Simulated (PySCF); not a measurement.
Single-point calculation of C$_{2}$H$_{4}$F$_{2}$ (charge −1)

System: C$_{2}$H$_{4}$F$_{2}$, charge −1, multiplicity 2.
Method: SCS-MP2/def2-SVPD, UHF (PySCF 2.14.0).

The geometry is that of the parent species in another charge or spin state. The geometry comes from this level: PBE0-D4/def2-TZVP.

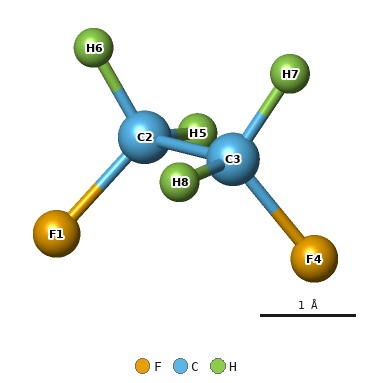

**Figure 1.** The structure as given in the input (ball-and-stick view, seen at a tilt; atoms are numbered from 1 in the order of the input). Bond lengths as drawn: C–C 1.50 Å, C–F 1.38 Å and C–H 1.09 to 1.10 Å.

**Summary**

- outcome: converged
- total energy: −277.311912 hartree
- SCF energy: −276.637091 hartree
- correlation energy: −0.674821 hartree
- basis functions: 118
- ⟨S²⟩: 0.751
- hardware: 1 thread of Arm Neoverse V1, 24 GiB of memory available, shared host
- wall time: 11 s
- peak memory: 0.41 GiB

**Remarks**

Further notes kept with the run: dipole of an ion depends on the origin; logged alpha LUMO and gap are faulty.

**Input (run.py)**
```python
from pyscf import gto, scf, mp

molecule = gto.M(
    atom='''
F     -1.312370     0.775570     0.874010
C     -0.115750     0.716060     0.193200
C      0.217900    -0.696080    -0.177380
F     -0.618130    -1.153280    -1.172850
H     -0.201180     1.337840    -0.702830
H      0.670250     1.117960     0.841860
H      1.248900    -0.742470    -0.544780
H      0.110390    -1.355610     0.688780
''',
    basis='def2-svpd',
    verbose=4,
    max_memory=1860,
    charge=-1,
    spin=1,
)

calc0 = scf.UHF(molecule)
calc0.conv_tol = 1e-10
calc0.kernel()
if not calc0.converged:
    calc0 = calc0.newton().run(calc0.mo_coeff, calc0.mo_occ)

pt = mp.MP2(calc0, frozen=4).run()
energy = calc0.e_tot + 1.2 * pt.e_corr_os + pt.e_corr_ss / 3
print('Final energy', energy)
```

Run as:
```bash
OMP_NUM_THREADS=1 python run.py
```

**Output**
```
PySCF version 2.14.0

[INPUT] num. atoms = 8
[INPUT] num. electrons = 35
[INPUT] charge = -1
[INPUT] spin (= nelec alpha-beta = 2S) = 1
[INPUT] symmetry False subgroup None
[INPUT] Mole.unit = angstrom
[INPUT] Symbol           X                Y                Z      unit          X                Y                Z       unit  Magmom
[INPUT]  1 F     -1.312370000000   0.775570000000   0.874010000000 AA   -2.480019874095   1.465614890429   1.651639530131 Bohr   0.0
[INPUT]  2 C     -0.115750000000   0.716060000000   0.193200000000 AA   -0.218735798918   1.353157288756   0.365095087266 Bohr   0.0
[INPUT]  3 C      0.217900000000  -0.696080000000  -0.177380000000 AA    0.411771322543  -1.315400560787  -0.335199619975 Bohr   0.0
[INPUT]  4 F     -0.618130000000  -1.153280000000  -1.172850000000 AA   -1.168096409377  -2.179383344938  -2.216365285196 Bohr   0.0
[INPUT]  5 H     -0.201180000000   1.337840000000  -0.702830000000 AA   -0.380175101740   2.528151198488  -1.328156212128 Bohr   0.0
[INPUT]  6 H      0.670250000000   1.117960000000   0.841860000000 AA    1.266588934990   2.112638218219   1.590884835226 Bohr   0.0
[INPUT]  7 H      1.248900000000  -0.742470000000  -0.544780000000 AA    2.360078956969  -1.403064955706  -1.029484998141 Bohr   0.0
[INPUT]  8 H      0.110390000000  -1.355610000000   0.688780000000 AA    0.208606866891  -2.561731631722   1.301605560078 Bohr   0.0

nuclear repulsion = 128.134632121454
number of shells = 50
number of NR pGTOs = 166
number of NR cGTOs = 118
basis = def2-svpd
ecp = {}

******** <class 'pyscf.scf.uhf.UHF'> ********
method = UHF
initial guess = minao
damping factor = 0
level_shift factor = 0
DIIS = <class 'pyscf.scf.diis.CDIIS'>
diis_start_cycle = 1
diis_space = 8
diis_damp = 0
SCF conv_tol = 1e-10
SCF conv_tol_grad = None
SCF max_cycles = 50
direct_scf = True
direct_scf_tol = 1e-13
number electrons alpha = 18  beta = 17
Set gradient conv threshold to 1e-05
init E= -277.048702839167
  alpha nocc = 18  HOMO = 0.0839728681241176  LUMO = 0.114352007841147
  beta  nocc = 17  HOMO = -0.357322700643979  LUMO = 0.0839728681241176

WARN: HOMO 0.0839728681241176 >= LUMO 0.0839728681241176

cycle= 1 E= -276.531709588797  delta_E= 0.517  |g|= 0.46  |ddm|= 44.9
  alpha nocc = 18  HOMO = 0.0867624125380715  LUMO = 0.264598472266916
  beta  nocc = 17  HOMO = -0.335829516568398  LUMO = 0.236223936909163
  HOMO = 0.0867624125381  LUMO = 0.236223936909  gap/eV = 4.06706
cycle= 2 E= -276.604131442323  delta_E= -0.0724  |g|= 0.284  |ddm|= 8.13
  alpha nocc = 18  HOMO = 0.0939112804692588  LUMO = 0.274006695254572
  beta  nocc = 17  HOMO = -0.338867087665151  LUMO = 0.250134462565238
  HOMO = 0.0939112804693  LUMO = 0.250134462565  gap/eV = 4.25105
cycle= 3 E= -276.633003188287  delta_E= -0.0289  |g|= 0.0412  |ddm|= 5.07
  alpha nocc = 18  HOMO = 0.0918360438588426  LUMO = 0.275505234758374
  beta  nocc = 17  HOMO = -0.337446217866252  LUMO = 0.252275229481495
  HOMO = 0.0918360438588  LUMO = 0.252275229481  gap/eV = 4.36577
cycle= 4 E= -276.635588692748  delta_E= -0.00259  |g|= 0.0136  |ddm|= 4.84
  alpha nocc = 18  HOMO = 0.0904387041383607  LUMO = 0.275075802641488
  beta  nocc = 17  HOMO = -0.343047690151077  LUMO = 0.252135145990795
  HOMO = 0.0904387041384  LUMO = 0.252135145991  gap/eV = 4.39998
cycle= 5 E= -276.636370194713  delta_E= -0.000782  |g|= 0.00805  |ddm|= 2.25
  alpha nocc = 18  HOMO = 0.0896537109706177  LUMO = 0.274943104882546
  beta  nocc = 17  HOMO = -0.341629136495729  LUMO = 0.252413668589763
  HOMO = 0.0896537109706  LUMO = 0.25241366859  gap/eV = 4.42892
cycle= 6 E= -276.636866441323  delta_E= -0.000496  |g|= 0.00457  |ddm|= 2.04
  alpha nocc = 18  HOMO = 0.0887008442163895  LUMO = 0.274714467077223
  beta  nocc = 17  HOMO = -0.341663295551548  LUMO = 0.252442532838148
  HOMO = 0.0887008442164  LUMO = 0.252442532838  gap/eV = 4.45564
cycle= 7 E= -276.637066328037  delta_E= -0.0002  |g|= 0.00173  |ddm|= 1.74
  alpha nocc = 18  HOMO = 0.0888621054950587  LUMO = 0.274642463273747
  beta  nocc = 17  HOMO = -0.341098058861509  LUMO = 0.252526742384704
  HOMO = 0.0888621054951  LUMO = 0.252526742385  gap/eV = 4.45354
cycle= 8 E= -276.637088518887  delta_E= -2.22e-05  |g|= 0.000571  |ddm|= 0.771
  alpha nocc = 18  HOMO = 0.0887228121522856  LUMO = 0.274596113003557
  beta  nocc = 17  HOMO = -0.341038486608089  LUMO = 0.252529611223486
  HOMO = 0.0887228121523  LUMO = 0.252529611223  gap/eV = 4.45741
cycle= 9 E= -276.637090359301  delta_E= -1.84e-06  |g|= 0.000203  |ddm|= 0.258
  alpha nocc = 18  HOMO = 0.0886900070840735  LUMO = 0.274584262496385
  beta  nocc = 17  HOMO = -0.341031319450434  LUMO = 0.252533048559328
  HOMO = 0.0886900070841  LUMO = 0.252533048559  gap/eV = 4.45840
cycle= 10 E= -276.637090573479  delta_E= -2.14e-07  |g|= 6.77e-05  |ddm|= 0.0799
  alpha nocc = 18  HOMO = 0.088688558891576  LUMO = 0.274579196600708
  beta  nocc = 17  HOMO = -0.341023772813824  LUMO = 0.252532210253178
  HOMO = 0.0886885588916  LUMO = 0.252532210253  gap/eV = 4.45841
cycle= 11 E= -276.637090595986  delta_E= -2.25e-08  |g|= 2.09e-05  |ddm|= 0.0274
  alpha nocc = 18  HOMO = 0.0886909463628109  LUMO = 0.274578151239455
  beta  nocc = 17  HOMO = -0.341026307494135  LUMO = 0.252531004418917
  HOMO = 0.0886909463628  LUMO = 0.252531004419  gap/eV = 4.45832
cycle= 12 E= -276.637090597918  delta_E= -1.93e-09  |g|= 7.82e-06  |ddm|= 0.00686
  alpha nocc = 18  HOMO = 0.0886905179035002  LUMO = 0.274577893126648
  beta  nocc = 17  HOMO = -0.341026149101227  LUMO = 0.252530647861597
  HOMO = 0.0886905179035  LUMO = 0.252530647862  gap/eV = 4.45832
cycle= 13 E= -276.63709059811  delta_E= -1.92e-10  |g|= 3.56e-06  |ddm|= 0.00179
  alpha nocc = 18  HOMO = 0.0886902389927142  LUMO = 0.274577925067885
  beta  nocc = 17  HOMO = -0.341026395317344  LUMO = 0.252530543346785
  HOMO = 0.0886902389927  LUMO = 0.252530543347  gap/eV = 4.45832
cycle= 14 E= -276.637090598135  delta_E= -2.55e-11  |g|= 1.3e-06  |ddm|= 0.000248
  alpha nocc = 18  HOMO = 0.0886900777119113  LUMO = 0.274577943681121
  beta  nocc = 17  HOMO = -0.341026639099809  LUMO = 0.252530505464792
  HOMO = 0.0886900777119  LUMO = 0.252530505465  gap/eV = 4.45833
```

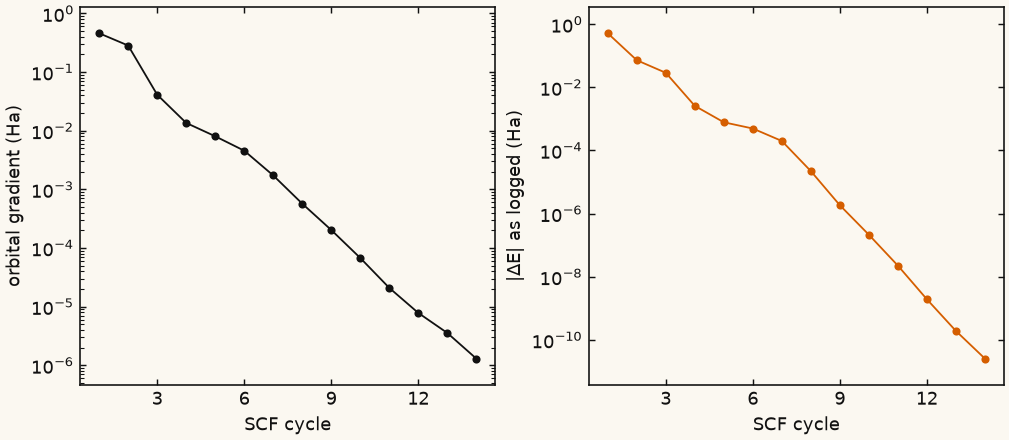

**Figure 2.** Convergence of the self-consistent field: orbital gradient and size of the energy change against the SCF cycle. The residual falls at every step.

```
Extra cycle  E= -276.637090598136  delta_E= -7.96e-13  |g|= 7.43e-07  |ddm|= 0.000101
converged SCF energy = -276.637090598136  <S^2> = 0.75086661  2S+1 = 2.0008664

******** <class 'pyscf.mp.ump2.UMP2'> ********
nocc = (np.int64(14), np.int64(13)), nmo = (114, 114)
frozen orbitals 4
E(UMP2) = -277.329061378106  E_corr = -0.691970779970252
E(SCS-UMP2) = -277.311911558709  E_corr = -0.674820960572562
E_corr(same-spin) = -0.179473817759701
E_corr(oppo-spin) = -0.512496962210552
Final energy -277.3119115587085
```
